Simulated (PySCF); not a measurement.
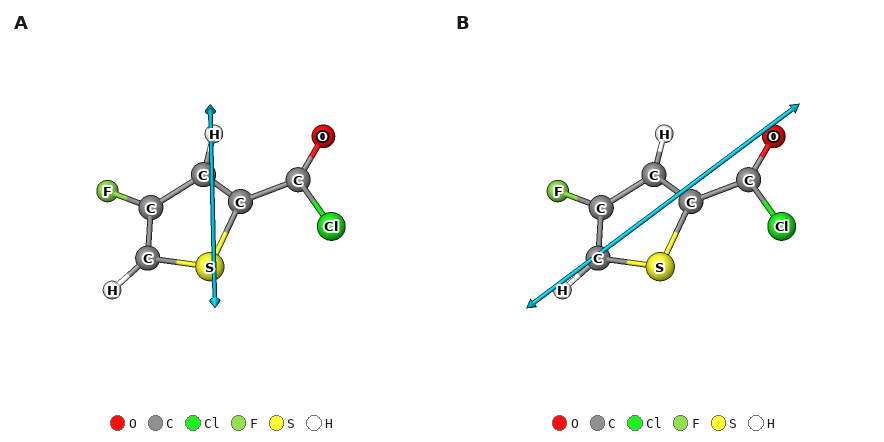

The double arrows show the directions of two transition dipoles from the ground state (lengths mean nothing). The geometry was computed by an optimisation with GFN2-xTB. No frequency run is at hand to confirm it as a minimum. Level of theory: TDDFT CAM-B3LYP/def2-SVPD, vertical, gas phase, core orbitals frozen in the response (PySCF 2.14.0).

One belongs to singlet state 1 and one to singlet state 6. Which is which?

Answer. A: state 6, 6.33 eV (196 nm), oscillator strength 0.031, mainly HOMO−3 → LUMO (weight 0.89).
B: state 1, 4.56 eV (272 nm), oscillator strength 0.16, mainly HOMO → LUMO (weight 0.94).
